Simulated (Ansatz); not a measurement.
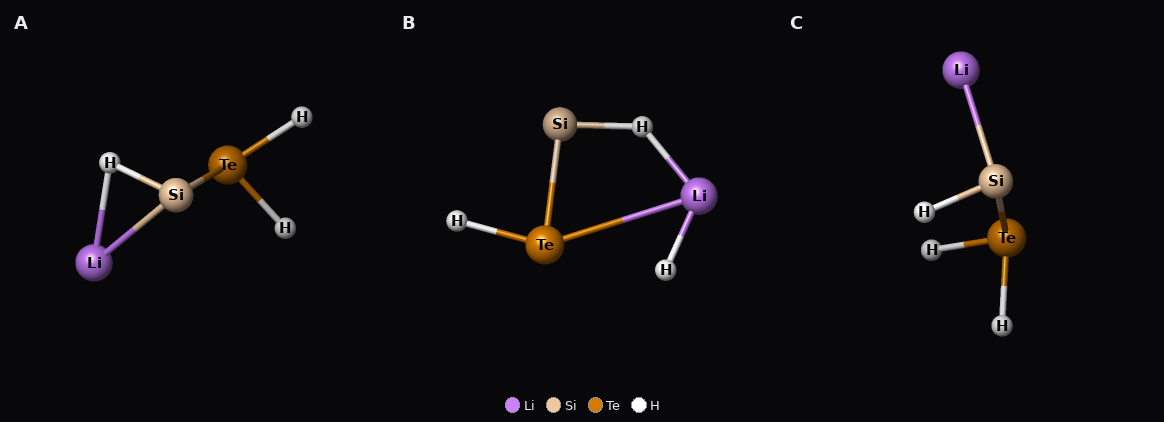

3 stationary structures of one formula. Geometries: PBE-D4/def2-SVP. Electronic energies: PBE-D4/def2-SVP (Ansatz 0.2.0), without zero-point energy. No frequency run is at hand to confirm each as a minimum.

Question: Rank them by energy, lowest first.

Answer: B is lowest; A lies 9.8 kcal/mol above it (C1), C lies 10.2 kcal/mol above it (C1).
